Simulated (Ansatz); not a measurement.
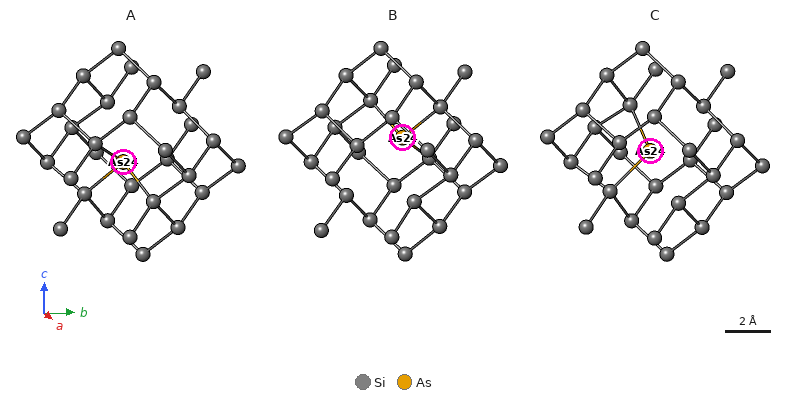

3 geometries from a converged minimum-energy path of Si with a Si vacancy (63 atoms in the cell), shuffled. A ball-and-stick model of the atoms within 5.1 Å of the middle of the path, seen slightly off an axis. The moving atom is ringed, with any periodic copies. Bonds to atoms that aren't drawn are left out.

Method: DFT PBE-D3(BJ), scalar-relativistic, plane waves, PAW in Ansatz. Run with plane-wave cutoff 420 eV; k-point mesh 1 × 1 × 1; Fermi-Dirac smearing 0.05 eV; spin collinear; 5 movable images; climbing image; force threshold 0.05 eV/Å; iteration limit 71; starting path by straight interpolation.

> Which frame is the top of the path?

C. In order along the path, whose images run from 0 to 6: A (image 1, +0.10 eV), C (image 3, +0.71 eV), B (image 6, 0.00 eV). It is a vacancy jump: a nearby atom moves into the empty site and leaves its own site empty. The As atom travels furthest, 1.86 Å from end to end, along [−1 1 1], on a path that bends up to 0.26 Å away from the straight line. At the highest image its nearest neighbour (Si) is 2.60 Å away, against 2.43 Å at the start, and the surrounding atoms stand up to 0.27 Å off the mean of their end positions. Breaking: 3 As–Si (2.43 → 3.60 Å). Forming: 3 As–Si (3.60 → 2.43 Å).

The run took 13 min on 4 threads of Arm Neoverse V1 (shared host), peak memory 4.9 GiB.

PAW datasets: the set soft_1.
